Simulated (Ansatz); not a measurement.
# NOF (SMILES O=NF) at 6 levels

Wanted: a comparison of 6 runs (B2PLYP/STO-3G, BHLYP/STO-3G, BLYP/STO-3G, PBE/STO-3G, UPBE0/STO-3G, UMP2/STO-3G) of NOF. 

The results are computed with Ansatz 0.2.0.

66 further runs of the same task are left out: 15 that didn't finish, 51 set aside as unsound or not needed.

**1. The structure to begin with**

The species is NOF (3 atoms), meant as a singlet with charge 0. As SMILES, `O=NF`. The N2–O1 distance was set to 2.278 Å, away from the relaxed value. At this shape a bond of the SMILES string is far longer than usual.

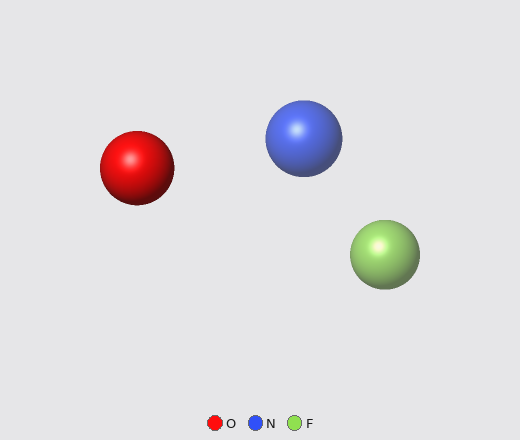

The structure, seen from a chosen angle (oxygen red, nitrogen blue, fluorine green).

**2. A single-point energy at B2PLYP/STO-3G (run 1)**

input.yaml reads:

```yaml
basis:
  gaussian:
    orbitals: STO-3G
crystal:
  periodic: [false, false, false]
  atoms:
    - {symbol: O, position_ang: [1.615213, 0.967783, 0.994612]}
    - {symbol: "N", position_ang: [0.147270, -0.481640, 0.029090]}
    - {symbol: F, position_ang: [-1.028520, 0.238580, -0.540950]}
hamiltonian:
  xc: {name: B2PLYP}
correlation:
  frozen_orbitals: {F: 1, "N": 1, O: 1}
accuracy: high
```

The run is started by

```bash
ansatz run input.yaml --threads 1 --pin off --max-ram 2610MiB --events-out events.jsonl --progress --plain --runs-dir runs
```

Standard output:

```text
Warning: RAYON_NUM_THREADS=1 ignored (pool sized by the plan → 1); use --threads N
Functional definition: B2PLYP
  name "B2PLYP"
  parameter a = 0.53
  parameter c = 0.27
  exchange = (1 - a)*b88_x + a*exact_x
  correlation = (1 - c)*lyp_c + c*(mp2_os + mp2_ss)
242 factors; integrals over basis functions are off by at most 3.5e-8 eV
mean field evaluation 1: about -6111.0385 eV, gradient 6.7e1 eV
mean field evaluation 2: about -6111.0303 eV, gradient 6.6e1 eV
mean field evaluation 4: about -6096.1111 eV, gradient 2.8e1 eV
mean field evaluation 8: about -6144.7840 eV, gradient 6.8e0 eV
mean field evaluation 16: about -6146.4304 eV, gradient 7.4e-7 eV
mean field evaluation 32: about -6145.8511 eV, gradient 2.1e0 eV
mean field evaluation 64: about -6112.7281 eV, gradient 4.1e1 eV
mean field evaluation 96: about -6146.2224 eV, gradient 1.5e-5 eV
mean field -6146.43039739 eV, -225.8771509040 hartree, gradient 1.7e-8 eV, S^2 0.000000; 10 other end points of the search recorded, 0 dependent functions left out; unrestricted orbitals would lower it
3 core orbitals not correlated: weight in the atoms' cores, before any rotation towards them, 1.000 or more for the frozen orbitals, at most 0.000 for the correlated occupied ones
reference -6146.43040777 eV, -225.8771512854 hartree; 9, 9 occupied and 3, 3 virtual orbitals, 242 factors
second order -4.52349717 eV of doubles, -0.00000000 eV of singles
Total energy: -6147.65175201 eV, -225.9220348582 hartree
```

Wall time 3.6 s (1 thread of Arm Neoverse V1, shared host).

**3. The energy at BHLYP/STO-3G (run 2)**

molecule.yaml reads:

```yaml
crystal:
  periodic: [false, false, false]
  atoms:
    - symbol: O
      position_ang: [1.615213, 0.967783, 0.994612]
    - symbol: N
      position_ang: [0.147270, -0.481640, 0.029090]
    - symbol: F
      position_ang: [-1.028520, 0.238580, -0.540950]
basis:
  gaussian:
    orbitals: STO-3G
hamiltonian:
  xc: {name: BHLYP}
accuracy: high
```

The run is started by

```bash
ansatz run molecule.yaml --threads 1 --pin off --max-ram 2610MiB --events-out events.jsonl --progress --plain --runs-dir runs
```

Standard output:

```text
Warning: RAYON_NUM_THREADS=1 ignored (pool sized by the plan → 1); use --threads N
Functional definition: BHLYP
  name "BHLYP"
  parameter a = 0.5
[... 1 set-up line as earlier in the session ...]
  correlation = lyp_c
242 factors; integrals over basis functions are off by at most 3.5e-8 eV
mean field evaluation 1: about -6117.8430 eV, gradient 6.6e1 eV
mean field evaluation 2: about -5938.4306 eV, gradient 4.0e1 eV
mean field evaluation 4: about -6103.7328 eV, gradient 2.3e1 eV
mean field evaluation 8: about -6152.4129 eV, gradient 2.7e0 eV
mean field evaluation 16: about -6152.6771 eV, gradient 1.2e-8 eV
mean field evaluation 32: about -6152.6771 eV, gradient 6.9e-8 eV
mean field -6152.67714572 eV, -226.1067146710 hartree, gradient 6.9e-8 eV, S^2 0.000000; 4 other end points of the search recorded, 0 dependent functions left out
reference -6152.67715679 eV, -226.1067150777 hartree; 12, 12 occupied and 3, 3 virtual orbitals, 242 factors
Total energy: -6152.67715679 eV, -226.1067150777 hartree
```

Run time: 0.84 s. Hardware: 1 thread of Arm Neoverse V1, shared host.

Runs 3 to 5 aren't shown in full; the table further down has their settings and results.

**4. A single-point energy at UMP2/STO-3G (run 6)**

molecule.yaml reads:

```yaml
crystal:
  periodic: [false, false, false]
  atoms:
    - {symbol: O, position_ang: [1.615213, 0.967783, 0.994612]}
    - {symbol: N, position_ang: [0.147270, -0.481640, 0.029090]}
    - {symbol: F, position_ang: [-1.028520, 0.238580, -0.540950]}
basis:
  gaussian: {orbitals: STO-3G}
magnetization: {spin_polarized: true, initial_magnetization: 0}
correlation: {method: mp2, frozen_orbitals: {F: 1, "N": 1, O: 1}}
accuracy: high
```

The run is started by

```bash
ansatz run molecule.yaml --threads 1 --pin off --max-ram 2610MiB --events-out events.jsonl --progress --plain --runs-dir runs
```

Standard output, cut to the lines that bear on the results:

```text
Warning: RAYON_NUM_THREADS=1 ignored (pool sized by the plan → 1); use --threads N
Functional definition: HF
  name "HF"
[...]
242 factors; integrals over basis functions are off by at most 3.5e-8 eV
[...]
mean field -6136.75624912 eV, -225.5216325123 hartree, gradient 2.3e-8 eV, S^2 2.140170; 18 other end points of the search recorded, 0 dependent functions left out
3 core orbitals not correlated: weight in the atoms' cores, before any rotation towards them, 1.000 or more for the frozen orbitals, at most 0.000 for the correlated occupied ones
reference -6136.75624912 eV, -225.5216325123 hartree; 9, 9 occupied and 3, 3 virtual orbitals, 242 factors
second order -0.89210915 eV of doubles, -0.00000000 eV of singles
Total energy: -6137.64835827 eV, -225.5544169188 hartree
```

Run time: 0.58 s. Hardware: 1 thread of Arm Neoverse V1, shared host.

**5. All runs side by side**

```
run          level  frozen core orbitals  energy (Eh)  wall time
  1  B2PLYP/STO-3G                     3  -225.922035      3.6 s
  2   BHLYP/STO-3G                     –  -226.106715     0.84 s
  3    BLYP/STO-3G                     –  -226.235563      1.9 s
  4     PBE/STO-3G                     –  -226.062688      1.9 s
  5   UPBE0/STO-3G                     –  -226.162275      5.7 s
  6    UMP2/STO-3G                     3  -225.554417     0.58 s
```

**6. What came out**

| quantity | value |
| --- | --- |
| run 6: total energy | -225.55442 Eh |
| run 6: correlation energy (3 core orbitals frozen) | -32.8 mEh |
| run 6: ⟨S²⟩ of the reference determinant | 2.140 |

What this shows: Totals of different functionals can't be ranked against each other. In run 1 the log says that unrestricted orbitals would lower the reference, so the values rest on an unstable closed-shell determinant (other closed-shell runs at this shape may share the fault). In runs 1, 2, 3, 4, 5, 6 the basis is minimal, so the values are rough. Spin contamination of the reference: run 6 ⟨S²⟩ = 2.14, run 5 ⟨S²⟩ = 1.87. Where it is this large, the reference is a mixture of spin states, and values that rest on it are in doubt. All runs together took 15 s, the longest 5.7 s.
